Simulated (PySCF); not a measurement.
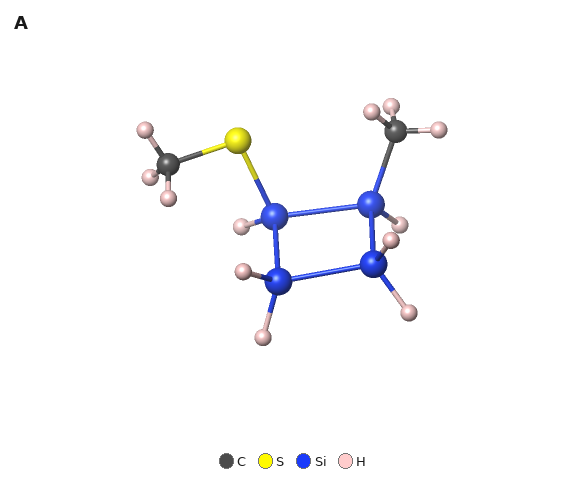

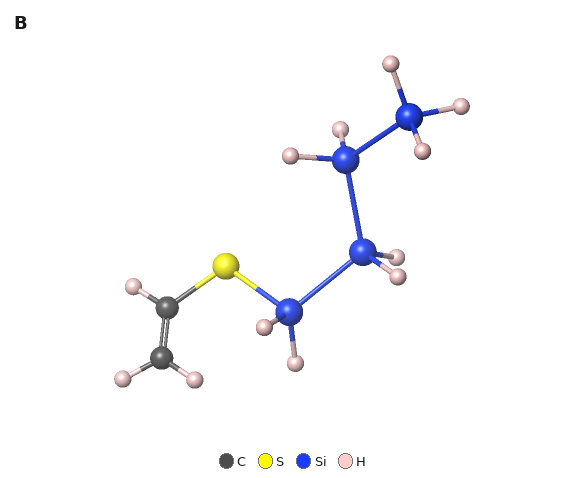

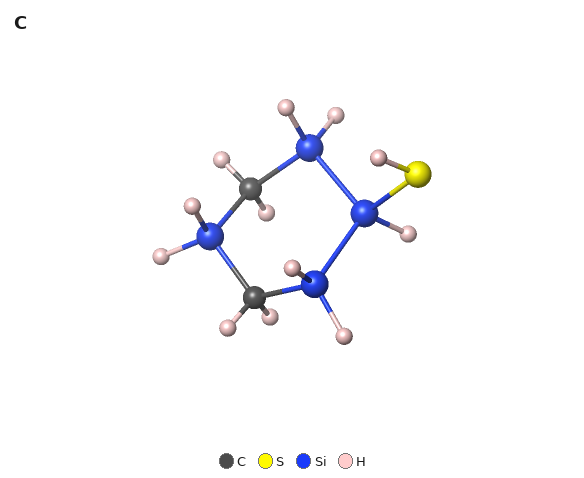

3 stationary structures of one formula. Geometries: GFN2-xTB. Electronic energies: PBE0/pcSseg-1 (PySCF 2.14.0), without zero-point energy. No frequency run is at hand to confirm each as a minimum. Each is one conformer, not always the lowest.

Which structure is the most stable?

Answer. C is lowest; A lies 16.7 kcal/mol above it, B lies 49.1 kcal/mol above it. A is `CS[Si@@H]1[SiH2][SiH2][Si@@H]1C`, B is `C=CS[SiH2][SiH2][SiH2][SiH3]`, C is `S[SiH]1[SiH2]C[SiH2]C[SiH2]1`.

The geometry is semi-empirical. Around Si such bond lengths and angles can be off by a tenth of an ångström or more and by several degrees, and values that hang on the shape move with them.
